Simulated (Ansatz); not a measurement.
Run report: AlPN2H8O, nudged elastic band (part 2 of 2)

The same run, continued: AlPN2H8O; RKS B3LYP/6-31G* (Ansatz 0.2.0). It belongs to a series of runs on one base structure; here: band between the two ends.

Geometry of the input (Å):
```
Al -0.0090  -0.4591  -0.1877
O  -0.0003  -0.4162  1.5324
H  -0.8197  -0.2994  2.0267
N  1.5769  -0.5067  -0.9852
H  1.7401  -0.6023  -1.9783
H  2.4542  -0.4838  -0.4819
N  -1.5251  -0.4321  -1.1240
H  -2.4573  -0.5174  -0.7410
H  -1.5714  -0.3634  -2.1326
P  -0.0106  3.5207  2.0383
H  1.3932  3.7309  2.1553
H  -0.0258  3.8222  0.6459
H  0.1236  2.1181  1.8287
```

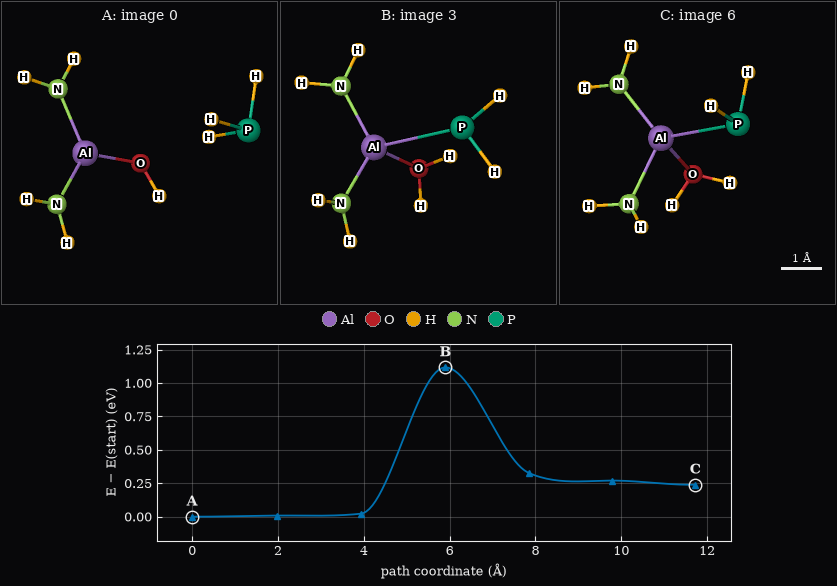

Figure 1. Images of the last band (counted from 0; ball-and-stick, seen at a tilt) above the energy along the path; the line is a cubic interpolation that uses the forces. The highest image is number 3, 1.117 eV above the start and 0.878 eV above the end (the climbing image); the end lies 0.239 eV above the start. The path is 11.72 Å long. The band converged in 31 iterations.

```
Total energy: -21044.80632991 eV, -773.3823679420 hartree
Atom 0 at     0.112987     0.243066    -0.104959 Å, force     0.015611     0.011109     0.011013 eV/Å
Atom 1 at     0.204985    -0.035973     1.732574 Å, force    -0.003420     0.000259     0.006361 eV/Å
Atom 2 at    -0.583520    -0.362977     2.198870 Å, force    -0.004597    -0.000041    -0.006116 eV/Å
Atom 3 at     1.567776    -0.128104    -1.063202 Å, force    -0.020685     0.002138    -0.010303 eV/Å
Atom 4 at     1.569639    -0.805976    -1.814894 Å, force     0.017055    -0.002511     0.005109 eV/Å
Atom 5 at     2.450350     0.364102    -1.026635 Å, force    -0.000213     0.000006    -0.006399 eV/Å
Atom 6 at    -1.528312    -0.134985    -0.711225 Å, force     0.009391    -0.002609     0.002811 eV/Å
Atom 7 at    -2.350286    -0.311733    -0.147896 Å, force    -0.008143     0.002433    -0.005341 eV/Å
Atom 8 at    -1.805078     0.053324    -1.667316 Å, force    -0.009638    -0.003417     0.000491 eV/Å
Atom 9 at     0.333788     2.712560     0.636501 Å, force     0.001448     0.000189     0.002822 eV/Å
Atom 10 at    -0.732001     3.207064     1.430762 Å, force     0.000563    -0.000052    -0.003188 eV/Å
Atom 11 at     1.402471     3.091290     1.489729 Å, force    -0.002031    -0.002797    -0.002578 eV/Å
Atom 12 at     0.226002     1.219742     1.644290 Å, force     0.004660    -0.004707     0.005318 eV/Å
Dipole moment:    -0.331002    -0.215266     0.200532 e Å
this run last wrote the band of iteration 31 to [file]; this run last wrote the band within `neb.f_tol` of iteration 29 to [file]
```

### The last band as extended XYZ (Å, eV, eV/Å)
```
13
Properties=species:S:1:pos:R:3:forces:R:3 image=0 energy=-21045.92313
Al   -0.0090   -0.4591   -0.1877    0.0030  -0.0010   0.0011
O    -0.0003   -0.4162    1.5324   -0.0061   0.0014  -0.0056
H    -0.8197   -0.2994    2.0267    0.0020  -0.0005   0.0065
N     1.5769   -0.5067   -0.9852   -0.0003   0.0000  -0.0024
H     1.7401   -0.6023   -1.9783    0.0007   0.0003   0.0039
H     2.4542   -0.4838   -0.4819   -0.0006   0.0003  -0.0016
N    -1.5251   -0.4321   -1.1240    0.0042  -0.0002   0.0045
H    -2.4573   -0.5174   -0.7410   -0.0029  -0.0010   0.0026
H    -1.5714   -0.3634   -2.1326   -0.0005   0.0009  -0.0092
P    -0.0106    3.5207    2.0383    0.0058   0.0024  -0.0040
H     1.3932    3.7309    2.1553   -0.0055  -0.0059   0.0002
H    -0.0258    3.8222    0.6459   -0.0033   0.0030  -0.0002
H     0.1236    2.1181    1.8287    0.0034   0.0003   0.0042
13
Properties=species:S:1:pos:R:3:forces:R:3 image=1 energy=-21045.91468
Al   -0.0808   -0.4737   -0.2095    0.0019  -0.0015  -0.0105
O     0.0165   -0.3469    1.5037   -0.0021   0.0038  -0.0025
H    -0.7712   -0.4295    2.0532    0.0007  -0.0009   0.0005
N     1.4623   -0.4212   -1.0874   -0.0032  -0.0031   0.0078
H     1.5770   -0.4168   -2.0918   -0.0005   0.0001  -0.0011
H     2.3628   -0.4006   -0.6270    0.0014  -0.0008  -0.0037
N    -1.6382   -0.6339   -1.0599    0.0014   0.0008   0.0089
H    -2.5512   -0.5795   -0.6279   -0.0014  -0.0004  -0.0038
H    -1.7359   -0.7087   -2.0645    0.0011  -0.0044  -0.0012
P     0.0851    3.6169    1.4712    0.0004   0.0053   0.0001
H     0.5687    3.9699    2.7635    0.0010  -0.0015   0.0058
H     1.3714    3.7182    0.8690    0.0000   0.0015  -0.0010
H     0.2024    2.2171    1.7038   -0.0007   0.0010   0.0009
13
Properties=species:S:1:pos:R:3:forces:R:3 image=2 energy=-21045.90044
Al   -0.0540   -0.4212   -0.0790   -0.0018  -0.0185  -0.0022
O     0.1147   -0.6715    1.6168   -0.0087  -0.0126  -0.0078
H    -0.6483   -0.5661    2.1970    0.0039  -0.0098   0.0057
N     1.4541   -0.2590   -1.0035   -0.0029  -0.0032   0.0024
H     1.5257   -0.2356   -2.0116   -0.0006   0.0169  -0.0056
H     2.3737   -0.2393   -0.5827   -0.0019  -0.0118   0.0098
N    -1.6546   -0.3326   -0.8576    0.0014  -0.0075  -0.0002
H    -2.5355   -0.5703   -0.4212   -0.0048  -0.0084  -0.0068
H    -1.8138    0.0216   -1.7923   -0.0008  -0.0044  -0.0034
P     0.3803    3.1346    0.8248    0.0022   0.0134   0.0051
H    -0.2746    3.8865    1.8422    0.0085   0.0169   0.0103
H     1.6849    3.4465    1.2996    0.0037   0.0098  -0.0053
H     0.3161    1.9179    1.5641    0.0017   0.0193  -0.0019
13
Properties=species:S:1:pos:R:3:forces:R:3 image=3 energy=-21044.80604
Al    0.1130    0.2431   -0.1050    0.0156   0.0111   0.0110
O     0.2050   -0.0360    1.7326   -0.0034   0.0003   0.0064
H    -0.5835   -0.3630    2.1989   -0.0046   0.0000  -0.0061
N     1.5678   -0.1281   -1.0632   -0.0207   0.0021  -0.0103
H     1.5696   -0.8060   -1.8149    0.0171  -0.0025   0.0051
H     2.4503    0.3641   -1.0266   -0.0002   0.0000  -0.0064
N    -1.5283   -0.1350   -0.7112    0.0094  -0.0026   0.0028
H    -2.3503   -0.3117   -0.1479   -0.0081   0.0024  -0.0053
H    -1.8051    0.0533   -1.6673   -0.0096  -0.0034   0.0005
P     0.3338    2.7126    0.6365    0.0014   0.0002   0.0028
H    -0.7320    3.2071    1.4308    0.0006  -0.0001  -0.0032
H     1.4025    3.0913    1.4897   -0.0020  -0.0028  -0.0026
H     0.2260    1.2197    1.6443    0.0047  -0.0047   0.0053
13
Properties=species:S:1:pos:R:3:forces:R:3 image=4 energy=-21045.59541
Al    0.1759    0.6506   -0.1704    0.0036   0.0390  -0.0001
O     0.1187   -0.0109    1.7685   -0.0237   0.0005   0.0052
H    -0.8393   -0.2310    1.7096   -0.0272   0.0145  -0.0521
N     1.5811   -0.0666   -1.0272   -0.0017   0.0074   0.0016
H     1.4983   -0.7645   -1.7560   -0.0045  -0.0033   0.0109
H     2.5380    0.2580   -0.9675    0.0087  -0.0114   0.0054
N    -1.5191   -0.0263   -0.4080    0.0079   0.0185   0.0370
H    -1.6568   -1.0019   -0.6560    0.0668  -0.0697  -0.0577
H    -2.1739    0.5114   -0.9690   -0.0391   0.0459   0.0700
P     0.2201    3.0006    0.2744   -0.0004   0.0400  -0.0385
H    -0.6502    2.9947    1.4119    0.0089  -0.0210  -0.0110
H     1.4057    2.9997    1.0760    0.0010  -0.0136  -0.0417
H     0.1703    0.7976    2.3104   -0.0001  -0.0467   0.0711
13
Properties=species:S:1:pos:R:3:forces:R:3 image=5 energy=-21045.65295
Al    0.1467    0.7246   -0.0568   -0.0018   0.0010  -0.0019
O    -0.1135   -0.1740    1.7671    0.0005  -0.0017  -0.0003
H    -1.0039   -0.4414    1.3729    0.0008   0.0006   0.0015
N     1.5798    0.1013   -0.9400   -0.0006  -0.0004   0.0001
H     1.5969   -0.7662   -1.4628    0.0004   0.0000   0.0001
H     2.5249    0.4382   -0.8052   -0.0002   0.0004   0.0003
N    -1.4885   -0.1114   -0.3929    0.0020  -0.0010   0.0002
H    -1.5178   -0.9138   -1.0176   -0.0010   0.0005  -0.0003
H    -2.2775    0.4833   -0.6332    0.0004   0.0004   0.0000
P    -0.0037    3.0483    0.4313   -0.0005   0.0001  -0.0019
H     0.3805    2.9658    1.8071    0.0005   0.0011   0.0020
H     1.3170    3.3564   -0.0079    0.0004  -0.0007   0.0001
H    -0.2720    0.4002    2.5345   -0.0009  -0.0002   0.0002
13
Properties=species:S:1:pos:R:3:forces:R:3 image=6 energy=-21045.68382
Al    0.1753    0.7056    0.0685   -0.0006  -0.0025   0.0007
O    -0.2601   -0.3722    1.7639   -0.0043  -0.0025  -0.0074
H    -1.0962   -0.6077    1.2520    0.0047   0.0017   0.0099
N     1.6512    0.0908   -0.7482   -0.0046   0.0114   0.0064
H     1.7367   -0.8183   -1.1868    0.0020  -0.0092  -0.0039
H     2.5711    0.4887   -0.6057    0.0033  -0.0011  -0.0013
N    -1.4572   -0.0087   -0.4864    0.0004   0.0025  -0.0023
H    -1.4730   -0.6152   -1.3028    0.0010   0.0012   0.0005
H    -2.2511    0.6216   -0.5699    0.0005  -0.0013   0.0005
P     0.0885    2.9118    0.9433    0.0122   0.0030  -0.0063
H     1.4799    2.9970    1.2518   -0.0105   0.0002  -0.0053
H     0.2268    3.5605   -0.3189   -0.0014  -0.0027   0.0098
H    -0.5230    0.1575    2.5358   -0.0027  -0.0007  -0.0014
```

### Key numbers

```json
{"quantity": "outcome", "value": "converged"}
{"quantity": "barrier, forward", "value": "1.117 eV"}
{"quantity": "barrier, backward", "value": "0.878 eV"}
{"quantity": "hardware", "value": "2 threads of Arm Neoverse V2, 24 GiB of memory available, shared host"}
{"quantity": "wall time", "value": "6.5 min (CPU time 13 min)"}
{"quantity": "peak memory", "value": "0.22 GiB"}
```

### Notes

The order of the saddle point was not checked.
